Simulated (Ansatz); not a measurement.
The structure in question:

```yaml
crystal:
  lattice:
    - [5.29136, 0.00000, 0.00000]
    - [0.00000, 5.29136, 0.00000]
    - [0.00000, 0.00000, 5.29136]
  atoms:
    - { symbol: K, position: [0.00000, 0.00000, 0.00000] }
    - { symbol: K, position: [0.50000, 0.50000, 0.50000] }
```

Q: Before looking at a picture, describe the arrangement of atoms.

A: The element is potassium. Space group: Im-3m (No. 229). Lattice: body-centred cubic. The structure is of the kind named body-centred cubic (W type). The cell holds two atoms. K bonds to eight K in a cubic arrangement at 4.58 Å. The bonds build a three-dimensional framework.

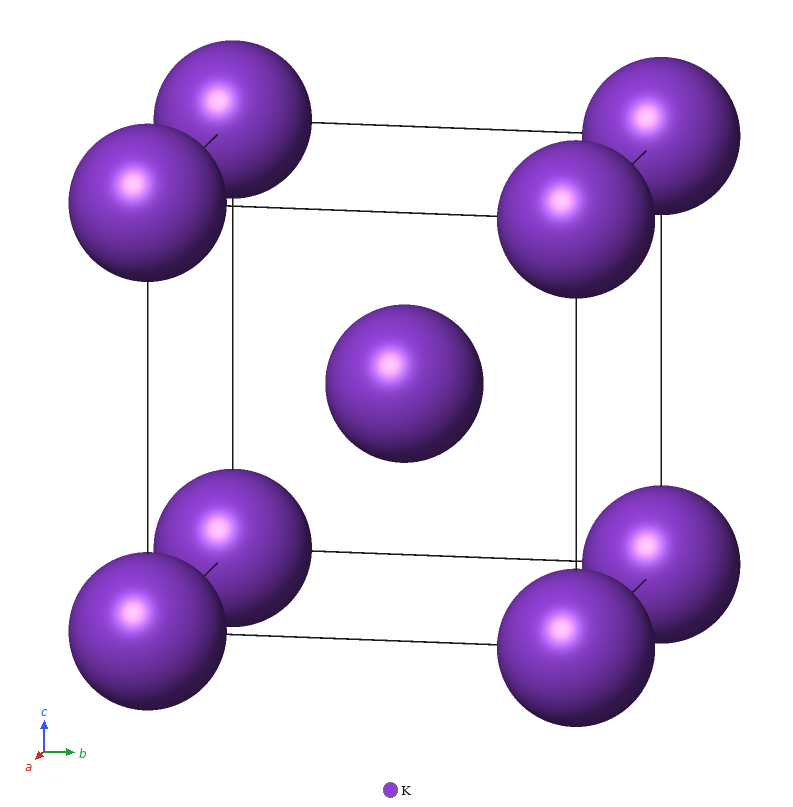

A spheres-only rendering, viewed slightly off an axis. The outline marks the conventional unit cell. Colours: potassium purple.

Its origin is the standard structure of this element. Earlier steps of the study may have refined or changed the cell and positions. It was the input of a calculation with Ansatz.
